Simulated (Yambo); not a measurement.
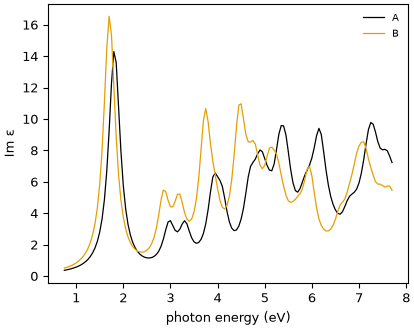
Fig. 1. Two computed absorption spectra of CdSe (wurtzite, space group P6_3mc, No. 186) (Yambo, PBE bands with the same scissor, field along x)

Axes are Cartesian, with cell vectors (Å) (4.35, 0.00, 0.00), (-2.17, 3.76, 0.00), (0.00, 0.00, 7.09).

Problem. Which curve includes the electron-hole attraction (BSE)?

Solution. Curve B: the attraction moves weight to lower energy (centre of the plotted range 4.5 eV against 4.9 eV). Settings: 6×6×4 mesh, 6 valence and 8 conduction bands, static screening with 79 bands and a 4 Ry block, scissor 1.21 eV, Tamm-Dancoff. The scissor comes from a G0W0 run whose convergence isn't established. Broadening 0.15 eV. The band window holds all transitions up to 9.0 eV. On this mesh the peak heights and the fine structure are mesh artefacts; only the shift of weight is robust.

The standard potential for Se keeps a d shell in the valence without the s and p states of that shell. In tests on such compounds this moved G0W0 gaps by up to about 0.9 eV, so absolute quasiparticle energies here are unreliable; differences between settings are what counts.

Spin-orbit coupling is not included.

Geometry of the Materials Project entry, not relaxed at this level; primitive cell a = 4.3461 Å, b = 4.3461 Å, c = 7.0898 Å, α = 90.00°, β = 90.00°, γ = 120.00°.
